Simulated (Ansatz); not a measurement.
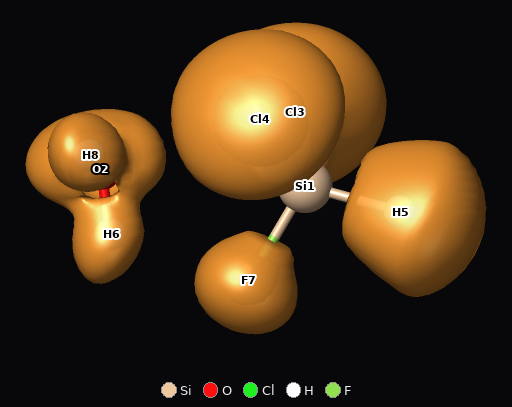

*Cl2FHSi···H2O. Isosurface of the ELF at 0.75 (orange), seen from one side. Core shells and regions of very low density are left out.*

Not at a stationary point (largest force 1.2 eV/Å).

Level of theory: Ansatz 0.2.0, RKS LDA/def2-mTZVP.

```csv
atom,x (Å),y (Å),z (Å)
Si,-0.8982,-0.4014,-0.6337
O,1.6666,0.5549,0.7476
Cl,0.5571,-1.0133,-1.8908
Cl,-0.8727,-1.3734,1.1567
H,-2.2223,-0.6068,-1.2574
H,1.1684,1.3832,0.6146
F,-0.7721,1.2135,-0.3641
H,1.3732,0.2433,1.6269
```

Identify the bonds, lone pairs and shells in this picture.

The ELF exceeds this value in one region around a hydrogen nucleus, two regions on Cl in which the atom's valence shell and bonds are merged, one region wrapped around F (its lone pairs, merged into a ring or cap) and one joined region spread over several atoms (H, O), in which their bonds and any lone pairs are merged. Profiles from the grid: F7···H6 (2.18 Å): the ELF dips to about 0.05 between them; by its geometry a hydrogen bond between the two molecules, with no shared pair. Si–F (1.64 Å): the ELF peaks at about 0.85 in the valence shell of F, 0.7 Å from its nucleus, and is about 0.40 at the midpoint.
